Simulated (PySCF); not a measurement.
| atom | x (Å) | y (Å) | z (Å) |
| --- | --- | --- | --- |
| C | 2.2384 | -1.1155 | 0.6067 |
| B | 0.9194 | -1.2587 | -0.2132 |
| C | -0.0784 | -0.0098 | -0.3531 |
| C | 0.3290 | 0.6721 | -1.6799 |
| O | 0.0637 | 0.8693 | 0.7557 |
| C | -0.6566 | 2.0824 | 0.6800 |
| O | -1.4534 | -0.3508 | -0.5240 |
| C | -1.9874 | -1.1254 | 0.5221 |
| H | 1.9840 | -1.2394 | 1.6609 |
| H | 2.6730 | -0.1216 | 0.5365 |
| H | 3.0015 | -1.8534 | 0.3722 |
| H | 0.6366 | -2.2405 | -0.7838 |
| H | 1.2771 | 1.1859 | -1.5494 |
| H | 0.4270 | -0.0769 | -2.4598 |
| H | -0.4412 | 1.3797 | -1.9756 |
| H | -0.7270 | 2.4596 | 1.6997 |
| H | -0.1353 | 2.8195 | 0.0594 |
| H | -1.6620 | 1.9207 | 0.2817 |
| H | -1.5125 | -2.1121 | 0.5650 |
| H | -3.0490 | -1.2370 | 0.3082 |
| H | -1.8558 | -0.6310 | 1.4902 |

Geometry: GFN2-xTB.

The calculation used PBE0/pcSseg-1, SCF density, gas phase, non-relativistic in PySCF.

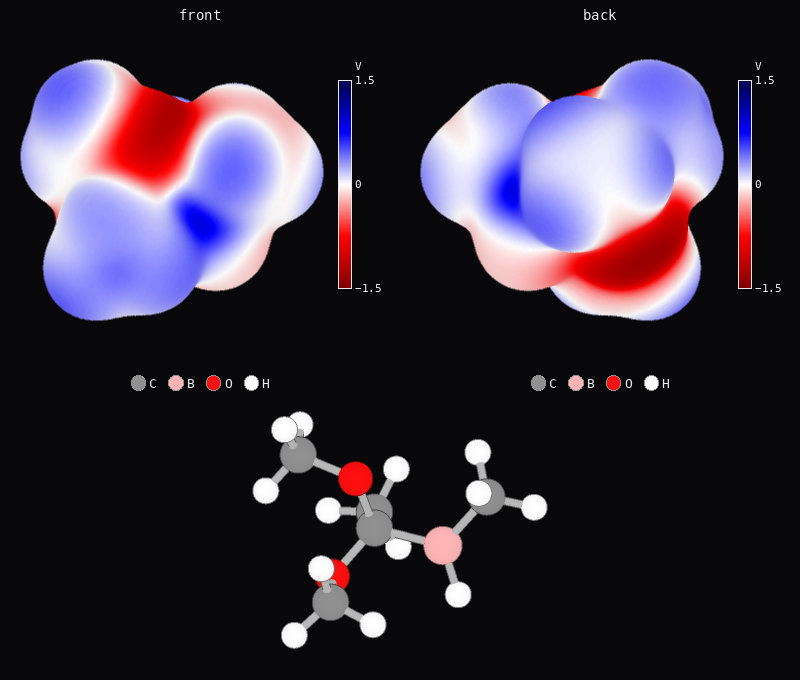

C$_{5}$H$_{13}$BO$_{2}$ (SMILES CBC(C)(OC)OC). The molecular electrostatic potential painted on the density surface at 0.001 e/bohr³, seen from the front and from behind; red is negative and blue positive. The bare structure is drawn below in the same view.

Which sites attract a positive test charge, and which a negative one?

A positive charge is drawn to the negative regions and a negative charge to the positive ones. The most negative region (about −1.3 V, or −30 kcal/mol for a unit charge) lies over O7, the most positive (about +0.8 V, or +18 kcal/mol for a unit charge) over B2. O7 is the likeliest acceptor of a hydrogen bond.
